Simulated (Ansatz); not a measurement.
# Run report: Ta₁₁N₁₂ (charge −1), geometry relaxation (part 2 of 2)

The same run, continued: Ta₁₁N₁₂ (defect cell, 23 atoms in the cell, total charge −1); DFT LDA, scalar-relativistic, plane waves, PAW, PAW set soft_1, no spin polarisation (Ansatz 0.2.0); cutoff 420 eV, 2×1×2 k-mesh, Fermi–Dirac smearing of 0.05 eV. The structure derives from a Materials Project entry. It belongs to a series of runs on one base structure; here: end point B relaxed.

Geometry of the input (Å; fractional positions):
```
-2.6042  -4.5107  0.0000
7.8127  -4.5107  0.0000
0.0000  0.0000  5.8295
Ta 0.5000  0.5000  0.0000
Ta 0.0000  0.3333  0.2500
Ta 0.0000  0.6667  0.2500
N  0.3038  0.6962  0.0000
N  0.8924  0.5000  0.0000
N  0.3038  0.3038  0.0000
Ta 0.5000  0.5000  0.5000
Ta 0.0000  0.3333  0.7500
Ta 0.0000  0.6667  0.7500
N  0.3038  0.6962  0.5000
N  0.8924  0.5000  0.5000
N  0.3038  0.3038  0.5000
Ta 0.0000  0.0000  -0.5000
Ta 0.5000  0.8333  0.2500
Ta 0.5000  0.1667  0.2500
N  0.8038  0.1962  0.0000
N  0.3924  0.0000  0.0000
N  0.8038  0.8038  0.0000
Ta 0.5000  0.8333  0.7500
Ta 0.5000  0.1667  0.7500
N  0.8038  0.1962  0.5000
N  0.3924  0.0000  0.5000
N  0.8038  0.8038  0.5000
```

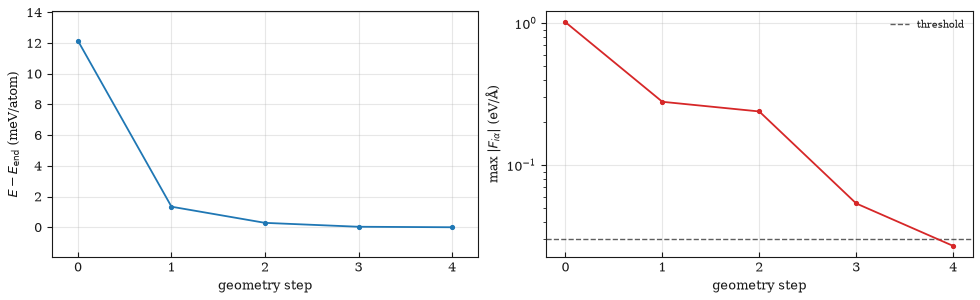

*Progress of the relaxation, step by step (the first geometry is step 0 here and step 1 in the log).*

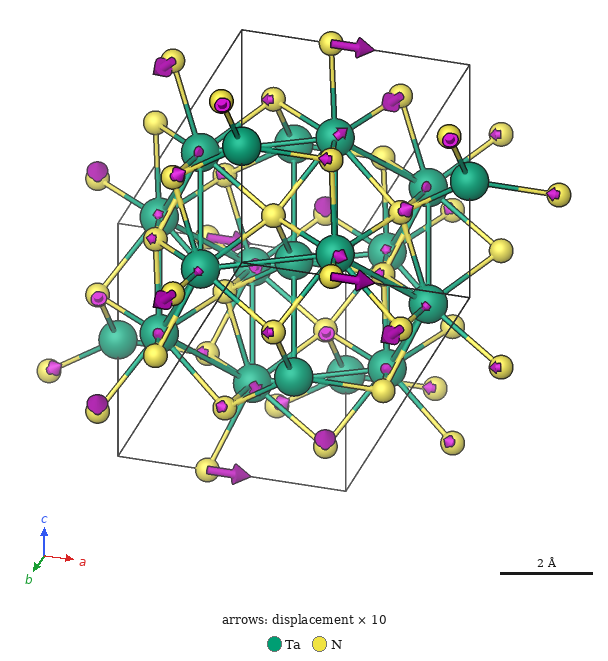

*The starting structure with the displacements as pink arrows, magnified 10 times (ball-and-stick view of the cell of the calculation, with bonded neighbours outside it, seen at an oblique angle).*

Over 4 geometry steps the energy falls by 12.1 meV per atom. Largest force component: 1 eV/Å at the start, 0.027 eV/Å at the end. The largest move is that of N17, 0.10 Å. Largest moves by element: N 0.10 Å, Ta 0.04 Å. The lattice vectors keep their values. Among the contacts that change: Ta2–Ta15 3.007 → 3.054 Å, N17–Ta19 2.168 → 2.123 Å, Ta13–N21 2.044 → 1.999 Å, N10–Ta14 2.168 → 2.210 Å. Among the angles that change: Ta2–N16–Ta20 150.0° → 153.9°, Ta14–N22–Ta20 150.0° → 147.2°, Ta14–N4–Ta19 84.5° → 81.8°. (Atoms are counted from 1 in the order of the input.)

```
SCF converged after 6 iterations
Free energy (F): -111014.042832 eV
Harris-Foulkes:  -111014.042832 eV  (|F-HF|=2.16e-8)
Internal energy: -111013.985255 eV  (E = F + TS)
E sigma→0 (E₀):  -111014.014044 eV
Entropy (-TS):   -0.057576 eV (-2.503 meV/atom)
Fermi energy:    16.965639 eV
--- Per-component energies (eV) ---
  E_band       = -1158.584192
  E_kinetic    = 5884.900559
  E_local      = -9214.636330  (includes V_loc(G=0)·N_el)
  E_nonlocal   = 374.136489
  E_hartree    = 3362.158515
  E_xc         = -4220.648812
  E_vxc        = -3488.238470  (∫ρ·V_xc dr)
  E_paw        = -90062.831026  (= ΣΔE_a)
  E_vpaw       = -1439.075309  (= ΣTr[D̂ρ^β])
  E_aug_tail   = 0.010842  (compensation charges beyond the density's cutoff)
  E_ewald      = -17140.884990
  E_core_change = 3.809496  (= ΣΔE_core)
  E_smearing   = -0.057576  (= −TS)
  E_closure    = 0.000000  (closes the sum)
  E_deformation_potential = -24.463034  (in the stress; not in F)
  Σ components = -111014.042832   (vs F -111014.042832, Δ=0.00e0)
--- Forces (eV/Å), atoms counted from 1 ---
  atom   1  Ta     0.00351924     0.00609551     0.00000000
  atom   2  Ta     0.01061428    -0.01364668    -0.00153897
  atom   3  Ta    -0.01712551     0.00236890    -0.00153897
  atom   4  N     -0.00378434     0.00029628     0.00000000
  atom   5  N      0.01134743     0.01965433     0.00000000
  atom   6  N      0.00214875    -0.00312920     0.00000000
  atom   7  Ta    -0.01186341    -0.02054803     0.00000000
  atom   8  Ta     0.01061428    -0.01364668     0.00153897
  atom   9  Ta    -0.01712551     0.00236890     0.00153897
  atom  10  N      0.02325456     0.00759363     0.00000000
  atom  11  N      0.00064355     0.00111466     0.00000000
  atom  12  N     -0.00505100     0.02393586     0.00000000
  atom  13  Ta     0.01555989     0.02695052     0.00000000
  atom  14  Ta     0.00586509    -0.01962928     0.00807074
  atom  15  Ta    -0.01993200    -0.00473532     0.00807074
  atom  16  N     -0.00267569     0.00805183     0.00000000
  atom  17  N     -0.00013739    -0.00023797     0.00000000
  atom  18  N      0.00831093     0.00170870     0.00000000
  atom  19  Ta     0.00586509    -0.01962928    -0.00807074
  atom  20  Ta    -0.01993200    -0.00473532    -0.00807074
  atom  21  N      0.00095328     0.00229497     0.00000000
  atom  22  N     -0.00256686    -0.00444593     0.00000000
  atom  23  N      0.00151087     0.00197305     0.00000000
  max |Σ_I F_I| component: 2.34e-5 eV/Å
--- Relaxed structure (5 steps of the walk, 5 accepted, 0 SCFs on fresh bases) ---
  F+E_penalty+E_count = -111014.04283172 eV   max|allowed force component| = 2.695e-2 eV/Å
  atoms:
    - { symbol: Ta, position: [0.4980292478974315, 0.4999999999999999, 1.4500576933117046e-17] }
    - { symbol: Ta, position: [-0.0020319930711114875, 0.33491332544489855, 0.2479620911071344] }
    - { symbol: Ta, position: [-0.002031993071111571, 0.6650866745551014, 0.2479620911071344] }
    - { symbol: N, position: [0.29895628416224135, 0.6949718250257525, 1.4500576933117046e-17] }
    - { symbol: N, position: [0.892441714911575, 0.4999999999999999, 1.4500576933117046e-17] }
    - { symbol: N, position: [0.2989562841622415, 0.3050281749742476, 1.4500576933117046e-17] }
    - { symbol: Ta, position: [0.49743804512127443, 0.4999999999999999, 0.5] }
    - { symbol: Ta, position: [-0.0020319930711114875, 0.33491332544489855, 0.7520379088928657] }
    - { symbol: Ta, position: [-0.002031993071111571, 0.6650866745551014, 0.7520379088928657] }
    - { symbol: N, position: [0.30240422055726673, 0.6954956363922221, 0.5] }
    - { symbol: N, position: [0.8880075812243549, 0.49999999999999994, 0.5] }
    - { symbol: N, position: [0.30240422055726673, 0.3045043636077778, 0.5] }
    - { symbol: Ta, position: [-0.0009049322899967964, -1.0842021724855044e-19, -0.5] }
    - { symbol: Ta, position: [0.5046356893048768, 0.8353992651865026, 0.24667836038837682] }
    - { symbol: Ta, position: [0.5046356893048766, 0.16460073481349732, 0.24667836038837682] }
    - { symbol: N, position: [0.7992168855919818, 0.20418098637173387, 1.4500576933117046e-17] }
    - { symbol: N, position: [0.4121287432368555, -4.163336342344337e-17, 1.4500576933117046e-17] }
    - { symbol: N, position: [0.7992168855919817, 0.7958190136282661, 1.4500576933117046e-17] }
    - { symbol: Ta, position: [0.5046356893048768, 0.8353992651865026, 0.753321639611623] }
    - { symbol: Ta, position: [0.5046356893048766, 0.16460073481349732, 0.753321639611623] }
    - { symbol: N, position: [0.8074203098547356, 0.19199538260365778, 0.5] }
    - { symbol: N, position: [0.3864503346309925, -4.163336342344337e-17, 0.5] }
    - { symbol: N, position: [0.8074203098547355, 0.8080046173963422, 0.5] }
```

Trajectory as extended XYZ (Å, eV, eV/Å), 5 frames, from step=1 to step=5:
```
23
Lattice="-2.6042 -4.5107 0.0000 7.8127 -4.5107 0.0000 0.0000 0.0000 5.8295" Properties=species:S:1:pos:R:3:forces:R:3 step=1 energy=-111013.76351
Ta    2.6042   -4.5107    0.0000   -0.0246  -0.0425   0.0000
Ta    2.6042   -1.5036    1.4574    0.1615   0.1991  -0.6731
Ta    5.2085   -3.0071    1.4574    0.0916   0.2394  -0.6731
N     4.6480   -4.5107    0.0000   -0.0744   0.4538   0.0000
N     1.5824   -6.2806    0.0000   -0.1269  -0.2198   0.0000
N     1.5824   -2.7407    0.0000    0.4302   0.1624   0.0000
Ta    2.6042   -4.5107    2.9147    0.0163   0.0282   0.0000
Ta    2.6042   -1.5036    4.3721    0.1615   0.1991   0.6731
Ta    5.2085   -3.0071    4.3721    0.0916   0.2394   0.6731
N     4.6480   -4.5107    2.9147   -0.1674   0.2212   0.0000
N     1.5824   -6.2806    2.9147    0.1130   0.1958   0.0000
N     1.5824   -2.7407    2.9147    0.2753  -0.0344   0.0000
Ta    0.0000    0.0000   -2.9147    0.0078   0.0135   0.0000
Ta    5.2085   -6.0143    1.4574    0.2597  -0.6665  -1.0175
Ta    0.0000   -3.0071    1.4574   -0.7071  -0.1083  -1.0175
N    -0.5605   -4.5107    0.0000    0.8481  -0.1192   0.0000
N    -1.0219   -1.7700    0.0000   -0.3807  -0.6593   0.0000
N     4.1866   -7.2514    0.0000   -0.5273   0.6749   0.0000
Ta    5.2085   -6.0143    4.3721    0.2597  -0.6665   1.0175
Ta    0.0000   -3.0071    4.3721   -0.7071  -0.1083   1.0175
N    -0.5605   -4.5107    2.9147   -0.8868   0.0477   0.0000
N    -1.0219   -1.7700    2.9147    0.4007   0.6941   0.0000
N     4.1866   -7.2514    2.9147    0.4847  -0.7441   0.0000
23
Lattice="-2.6042 -4.5107 0.0000 7.8127 -4.5107 0.0000 0.0000 0.0000 5.8295" Properties=species:S:1:pos:R:3:forces:R:3 step=2 energy=-111014.01204
Ta    2.6042   -4.5107    0.0000    0.1524   0.2640   0.0000
Ta    2.6261   -1.4980    1.4504   -0.0901  -0.0640  -0.1623
Ta    5.2023   -2.9854    1.4504   -0.0104  -0.1100  -0.1623
N     4.6460   -4.4876    0.0000    0.0496   0.1435   0.0000
N     1.5825   -6.2804    0.0000   -0.0618  -0.1070   0.0000
N     1.6033   -2.7309    0.0000    0.0995   0.1147   0.0000
Ta    2.6216   -4.4806    2.9147   -0.1523  -0.2637   0.0000
Ta    2.6261   -1.4980    4.3790   -0.0901  -0.0640   0.1623
Ta    5.2023   -2.9854    4.3790   -0.0104  -0.1100   0.1623
N     4.6633   -4.5083    2.9147   -0.2301   0.1899   0.0000
N     1.6026   -6.2456    2.9147   -0.0375  -0.0650   0.0000
N     1.5768   -2.7263    2.9147    0.2795  -0.1044   0.0000
Ta   -0.0103   -0.0179   -2.9147    0.1281   0.2219   0.0000
Ta    5.2070   -6.0405    1.4329    0.0278  -0.0791   0.1757
Ta   -0.0220   -3.0216    1.4329   -0.0824  -0.0155   0.1757
N    -0.4605   -4.5344    0.0000   -0.2290   0.1592   0.0000
N    -1.0727   -1.8579    0.0000   -0.0163  -0.0282   0.0000
N     4.1161   -7.1767    0.0000    0.2524  -0.1187   0.0000
Ta    5.2070   -6.0405    4.3966    0.0278  -0.0791  -0.1757
Ta   -0.0220   -3.0216    4.3966   -0.0824  -0.0155  -0.1757
N    -0.6025   -4.5132    2.9147   -0.1322   0.0766   0.0000
N    -1.0180   -1.7631    2.9147    0.0750   0.1300   0.0000
N     4.2054   -7.2891    2.9147    0.1324  -0.0762   0.0000
23
Lattice="-2.6042 -4.5107 0.0000 7.8127 -4.5107 0.0000 0.0000 0.0000 5.8295" Properties=species:S:1:pos:R:3:forces:R:3 step=3 energy=-111014.03624
Ta    2.6123   -4.4967    0.0000   -0.0554  -0.0959   0.0000
Ta    2.6193   -1.4959    1.4423    0.0393  -0.1411   0.0980
Ta    5.2076   -2.9902    1.4423   -0.1418  -0.0365   0.0980
N     4.6538   -4.4873    0.0000    0.0087   0.1184   0.0000
N     1.5852   -6.2757    0.0000   -0.0252  -0.0436   0.0000
N     1.5997   -2.7240    0.0000    0.0982   0.0668   0.0000
Ta    2.6044   -4.5104    2.9147    0.1379   0.2389   0.0000
Ta    2.6193   -1.4959    4.3872    0.0393  -0.1411  -0.0980
Ta    5.2076   -2.9902    4.3872   -0.1418  -0.0365  -0.0980
N     4.6453   -4.5026    2.9147   -0.0449   0.0122   0.0000
N     1.5886   -6.2698    2.9147    0.0402   0.0696   0.0000
N     1.5907   -2.7391    2.9147    0.0330  -0.0328   0.0000
Ta   -0.0003   -0.0006   -2.9147    0.0323   0.0559   0.0000
Ta    5.2119   -6.0423    1.4382    0.0196  -0.0211   0.0086
Ta   -0.0260   -3.0182    1.4382   -0.0281   0.0064   0.0086
N    -0.4807   -4.5223    0.0000   -0.0593  -0.0121   0.0000
N    -1.0756   -1.8629    0.0000    0.0322   0.0558   0.0000
N     4.1367   -7.1882    0.0000    0.0192  -0.0574   0.0000
Ta    5.2119   -6.0423    4.3913    0.0196  -0.0211  -0.0086
Ta   -0.0260   -3.0182    4.3913   -0.0281   0.0064  -0.0086
N    -0.6031   -4.5097    2.9147   -0.0155   0.0466   0.0000
N    -1.0066   -1.7434    2.9147   -0.0275  -0.0476   0.0000
N     4.2088   -7.2879    2.9147    0.0481   0.0099   0.0000
23
Lattice="-2.6042 -4.5107 0.0000 7.8127 -4.5107 0.0000 0.0000 0.0000 5.8295" Properties=species:S:1:pos:R:3:forces:R:3 step=4 energy=-111014.04208
Ta    2.6093   -4.5020    0.0000    0.0004   0.0007   0.0000
Ta    2.6205   -1.5001    1.4449    0.0281  -0.0359   0.0139
Ta    5.2034   -2.9913    1.4449   -0.0451   0.0064   0.0139
N     4.6516   -4.4846    0.0000   -0.0101   0.0332   0.0000
N     1.5821   -6.2811    0.0000    0.0060   0.0104   0.0000
N     1.6031   -2.7246    0.0000    0.0338   0.0079   0.0000
Ta    2.6104   -4.5001    2.9147   -0.0070  -0.0121   0.0000
Ta    2.6205   -1.5001    4.3846    0.0281  -0.0359  -0.0139
Ta    5.2034   -2.9913    4.3846   -0.0451   0.0064  -0.0139
N     4.6457   -4.5017    2.9147    0.0196   0.0192   0.0000
N     1.5929   -6.2624    2.9147    0.0106   0.0184   0.0000
N     1.5913   -2.7383    2.9147    0.0069   0.0266   0.0000
Ta    0.0009    0.0015   -2.9147    0.0310   0.0537   0.0000
Ta    5.2122   -6.0426    1.4380    0.0096  -0.0423   0.0037
Ta   -0.0264   -3.0181    1.4380   -0.0414  -0.0128   0.0037
N    -0.4847   -4.5251    0.0000   -0.0133   0.0087   0.0000
N    -1.0732   -1.8589    0.0000    0.0057   0.0098   0.0000
N     4.1363   -7.1930    0.0000    0.0142  -0.0072   0.0000
Ta    5.2122   -6.0426    4.3915    0.0096  -0.0423  -0.0037
Ta   -0.0264   -3.0181    4.3915   -0.0414  -0.0128  -0.0037
N    -0.6027   -4.5087    2.9147   -0.0143   0.0204   0.0000
N    -1.0067   -1.7437    2.9147   -0.0106  -0.0183   0.0000
N     4.2095   -7.2870    2.9147    0.0248  -0.0022   0.0000
23
Lattice="-2.6042 -4.5107 0.0000 7.8127 -4.5107 0.0000 0.0000 0.0000 5.8295" Properties=species:S:1:pos:R:3:forces:R:3 step=5 energy=-111014.04283
Ta    2.6094   -4.5018    0.0000    0.0035   0.0061   0.0000
Ta    2.6219   -1.5015    1.4455    0.0106  -0.0136  -0.0015
Ta    5.2014   -2.9908    1.4455   -0.0171   0.0024  -0.0015
N     4.6511   -4.4833    0.0000   -0.0038   0.0003   0.0000
N     1.5822   -6.2809    0.0000    0.0113   0.0197   0.0000
N     1.6045   -2.7244    0.0000    0.0021  -0.0031   0.0000
Ta    2.6109   -4.4991    2.9147   -0.0119  -0.0205   0.0000
Ta    2.6219   -1.5015    4.3840    0.0106  -0.0136   0.0015
Ta    5.2014   -2.9908    4.3840   -0.0171   0.0024   0.0015
N     4.6462   -4.5012    2.9147    0.0233   0.0076   0.0000
N     1.5938   -6.2609    2.9147    0.0006   0.0011   0.0000
N     1.5915   -2.7376    2.9147   -0.0051   0.0239   0.0000
Ta    0.0024    0.0041   -2.9147    0.0156   0.0270   0.0000
Ta    5.2126   -6.0445    1.4380    0.0059  -0.0196   0.0081
Ta   -0.0282   -3.0187    1.4380   -0.0199  -0.0047   0.0081
N    -0.4861   -4.5260    0.0000   -0.0027   0.0081   0.0000
N    -1.0733   -1.8590    0.0000   -0.0001  -0.0002   0.0000
N     4.1362   -7.1947    0.0000    0.0083   0.0017   0.0000
Ta    5.2126   -6.0445    4.3915    0.0059  -0.0196  -0.0081
Ta   -0.0282   -3.0187    4.3915   -0.0199  -0.0047  -0.0081
N    -0.6027   -4.5081    2.9147    0.0010   0.0023   0.0000
N    -1.0064   -1.7432    2.9147   -0.0026  -0.0044   0.0000
N     4.2100   -7.2867    2.9147    0.0015   0.0020   0.0000
```
